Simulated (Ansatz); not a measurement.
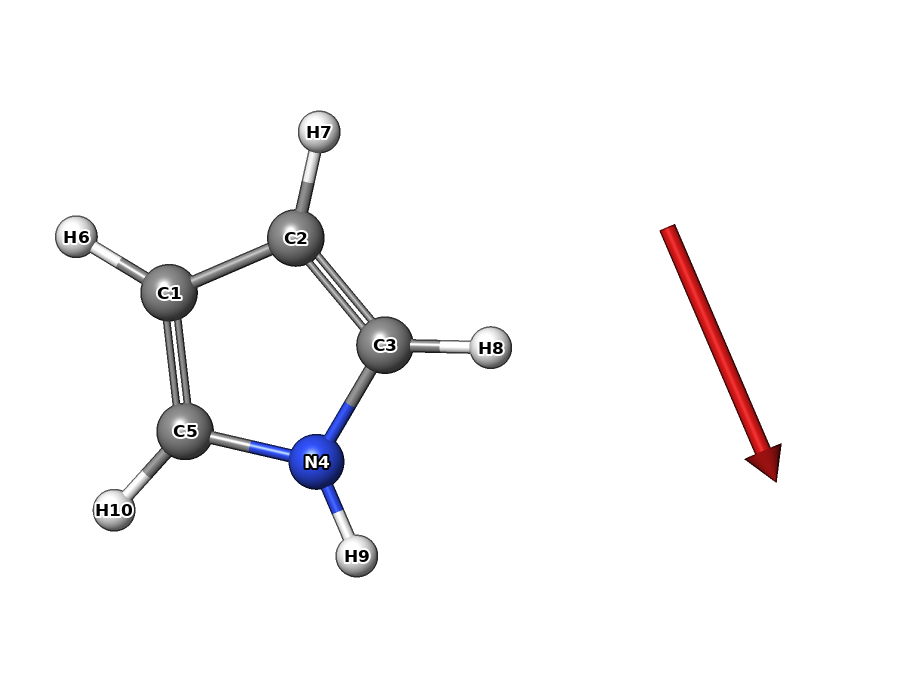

The arrow beside the molecule shows the direction of the dipole moment, from the negative to the positive end (its length means nothing). The computed structure is the end point of a PBE0-D4/def2-TZVP optimisation. No frequency run is at hand to confirm it as a minimum. Level of theory: RKS PBE0-D4/def2-TZVP (Ansatz 0.2.0).

Estimate the dipole moment.

Answer. 1.95 D; it points from the side of H6, H7 to the side of H9 (the outermost atoms at the two ends).
